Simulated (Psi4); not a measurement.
# A Psi4 job on ClH2InSe (SMILES [Cl][InH][SeH])

Wanted: energy and forces of ClH2InSe.

The calculation is run with Psi4 1.11.

## 1. The system as given

The species is ClH2InSe (5 atoms), typed as a singlet with charge 0. SMILES: `[Cl][InH][SeH]`. Geometry: relaxed at PBE0-D4/def2-TZVP.

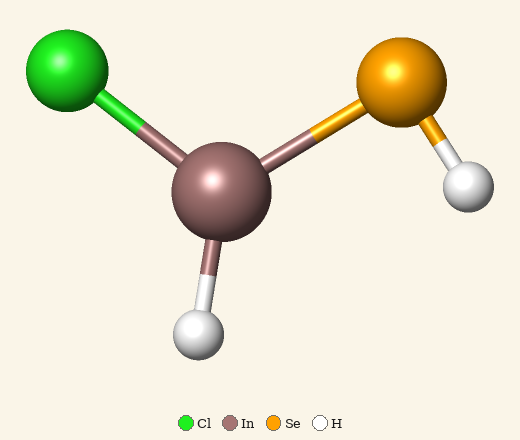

Viewed from a chosen angle; chlorine green, indium brown, selenium orange, hydrogen white.

## 2. The job

Contents of calc.py:

```python
import psi4

psi4.set_memory('1600 MB')
psi4.set_num_threads(1)
psi4.set_output_file('psi4.out', False)

molecule = psi4.geometry("""
0 1
Cl    -2.590600    -0.073500     0.769400
In    -0.521400    -0.190700    -0.295000
Se     1.294600     0.602300     1.204200
H     -0.446900    -0.769600    -1.893800
H      2.314200     0.357900     0.173600
units angstrom
symmetry c1
""")

psi4.set_options({
    'basis': 'def2-TZVP',
    'scf_type': 'df',
    'soscf': True,
})

result, w = psi4.gradient("tpssh", return_wfn=True)
print('gradient / Eh bohr^-1')
print(result.np.round(6))
print(f'energy = {w.energy():.10f} Eh')
```

Command:

```bash
$ python calc.py
```

psi4.out:

```text
Psi4 1.11 release

gradient() will perform analytic gradient computation.

   => Loading Basis Set <=

    Name: DEF2-TZVP
    Role: ORBITAL
    Keyword: BASIS

    !!!  WARNING: ECP capability is in beta. Please check occupations closely.  !!!

         ---------------------------------------------------------
                                   SCF
                              RKS Reference
                        1 Threads,   1525 MiB Core
         ---------------------------------------------------------

  ==> Geometry <==

    Molecular point group: c1
    Full point group: C1

    Geometry (in Angstrom), charge = 0, multiplicity = 1:

       Center              X                  Y                   Z               Mass
    ------------   -----------------  -----------------  -----------------  -----------------
         CL          -2.395783795944    -0.173741275429     0.391883369888    34.968852682000
         IN          -0.326583795944    -0.290941275429    -0.672516630112   114.903878776000
         SE           1.489416204056     0.502058724571     0.826683369888    79.916521800000
         H           -0.252083795944    -0.869841275429    -2.271316630112     1.007825032230
         H            2.509016204056     0.257658724571    -0.203916630112     1.007825032230

  Running in c1 symmetry.

  Rotational constants: A =      0.17092  B =      0.03771  C =      0.03090 [cm^-1]
  Rotational constants: A =   5124.00934  B =   1130.64740  C =    926.26151 [MHz]
  Nuclear repulsion =  342.061071106121574

  Charge       = 0
  Multiplicity = 1
  Electrons    = 74
  Nalpha       = 37
  Nbeta        = 37

  ==> Algorithm <==

  SCF Algorithm Type is DF.
  DIIS enabled.
  MOM disabled.
  Fractional occupation disabled.
  Guess Type is SAD.
  Energy threshold   = 1.00e-08
  Density threshold  = 1.00e-08
  Integral threshold = 1.00e-12

  ==> Primary Basis <==

  Basis Set: DEF2-TZVP
    Blend: DEF2-TZVP
    Number of shells: 53
    Number of basis functions: 147
    Number of Cartesian functions: 168
    Spherical Harmonics?: true
    Max angular momentum: 3

  Core potential: DEF2-TZVP
    Number of shells: 4
    Number of ECP primitives: 18
    Number of ECP core electrons: 28
    Max angular momentum: 3

  ==> DFT Potential <==

   => LibXC <=

    Version 7.1.2

   => Composite Functional: TPSSH <=

    TPSSh Hyb-GGA Exchange-Correlation Functional

    Deriv               =              1
    GGA                 =           TRUE
    Meta                =           TRUE

    Exchange Hybrid     =           TRUE
    MP2 Hybrid          =          FALSE

   => Exchange Functionals <=

    0.9000   Tao, Perdew, Staroverov & Scuseria

   => Exact (HF) Exchange <=

    0.1000               HF

   => Correlation Functionals <=

    1.0000   Tao, Perdew, Staroverov & Scuseria

   => LibXC Density Thresholds  <==

    XC_HYB_MGGA_XC_TPSSH:  1.00E-15

   => Molecular Quadrature <=

    Radial Scheme          =       TREUTLER
    Pruning Scheme         =           NONE
    Nuclear Scheme         =       TREUTLER

    Blocking Scheme        =         OCTREE
    BS radius alpha        =              1
    Pruning alpha          =              1
    Radial Points          =             75
    Spherical Points       =            302
    Total Points           =         109220
    Total Blocks           =            917
    Max Points             =            256
    Max Functions          =            141
    Weights Tolerance      =       1.00E-15

   => Loading Basis Set <=

    Name: (DEF2-TZVP AUX)
    Role: JKFIT
    Keyword: DF_BASIS_SCF

  ==> Integral Setup <==

  DFHelper Memory: AOs need 0.107 GiB; user supplied 0.314 GiB.
  SCF_SUBTYPE=INCORE selected. In-core MEM_DF algorithm will be used.
  Using in-core AOs.

  ==> MemDFJK: Density-Fitted J/K Matrices <==

    J tasked:                   Yes
    K tasked:                   Yes
    wK tasked:                   No
    Memory [MiB]:               321
    Algorithm:                 Core
    Schwarz Cutoff:           1E-12
    Mask sparsity (%):       5.7754
    Fitting Condition:        1E-10

   => Auxiliary Basis Set <=

  Basis Set: (DEF2-TZVP AUX)
    Blend: DEF2-UNIVERSAL-JKFIT
    Number of shells: 156
    Number of basis functions: 648
    Number of Cartesian functions: 875
    Spherical Harmonics?: true
    Max angular momentum: 5

  Cached 100.0% of DFT collocation blocks in 0.804 [GiB].

  Minimum eigenvalue in the overlap matrix is 2.7391969378E-03.
  Reciprocal condition number of the overlap matrix is 5.7375363453E-04.
    Using symmetric orthogonalization.

  ==> Pre-Iterations <==

  SCF Guess: Superposition of Atomic Densities via on-the-fly atomic UHF (no occupation information).

   -------------------------
    Irrep   Nso     Nmo
   -------------------------
     A        147     147
   -------------------------
    Total     147     147
   -------------------------

  ==> Iterations <==

                           Total Energy        Delta E     RMS |[F,P]|

   @DF-RKS iter SAD: -3049.83656916468180   -3.04984e+03   0.00000e+00
   @DF-RKS iter   1: -3052.10708302439571   -2.27051e+00   1.54107e-02 ADIIS/DIIS
   @DF-RKS iter   2: -3051.41758715742890    6.89496e-01   1.97800e-02 ADIIS/DIIS
   @DF-RKS iter   3: -3053.01683080599332   -1.59924e+00   1.81473e-03 ADIIS/DIIS
```

Standard output:

```text
Traceback (most recent call last):
  File "calc.py", line 24, in <module>
    result, w = psi4.gradient("tpssh", return_wfn=True)
RuntimeError:
Fatal Error: Vx: RKS does not support rotated V builds for MGGA's
```

It took 8.4 s on 1 thread of Intel Xeon Platinum 8488C (Sapphire Rapids), shared host; peak memory 1.2 GiB.

## 3. Reading the log

The run ended with an error.

The log says `Fatal Error: Vx: RKS does not support rotated V builds for MGGA's`. To mend it: soscf at its default in place of yes. As typed, the program can't run this.
